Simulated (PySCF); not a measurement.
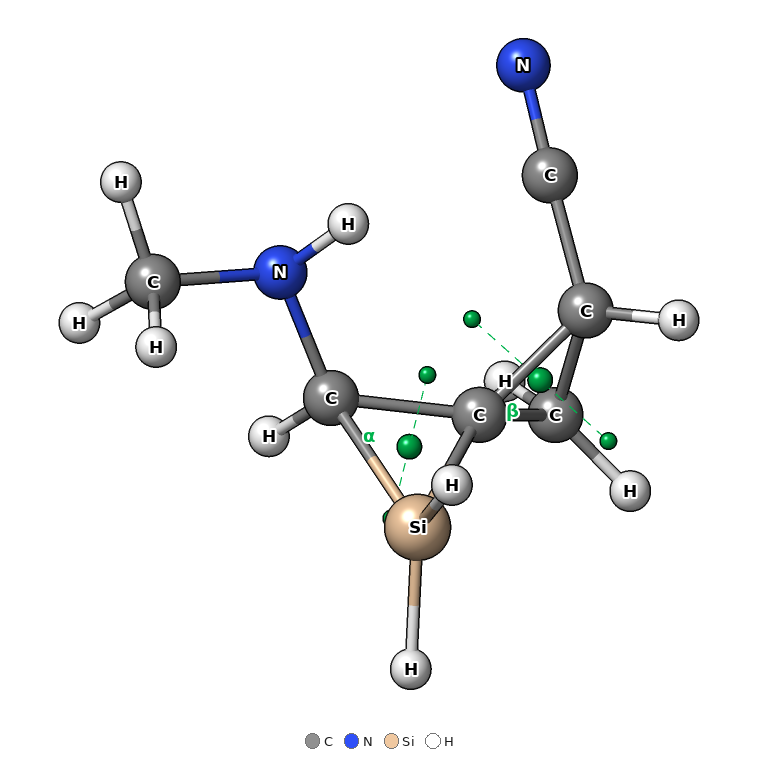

The small points mark where nucleus-independent chemical shifts (NICS) were computed: at the centre of each lettered ring and 1 Å above and below it. The computed structure is the end point of a GFN2-xTB optimisation. No frequency run is at hand to confirm it as a minimum. Properties computed with GIAO PBE0/pcSseg-1 NMR shielding, non-relativistic, gas phase (PySCF 2.14.0).

Give NICS(0), NICS(1) and the out-of-plane component NICS(1)zz for each ring (means of the two sides).

| ring | members | NICS(0) | NICS(1) | NICS(1)zz |
| --- | --- | --- | --- | --- |
| α | C2Si | −22.1 | −6.6 | −12.8 |
| β | C3 | −42.1 | −7.1 | −20.3 |

Values in ppm.

The geometry is semi-empirical. Around Si such bond lengths and angles can be off by a tenth of an ångström or more and by several degrees, and values that hang on the shape move with them.
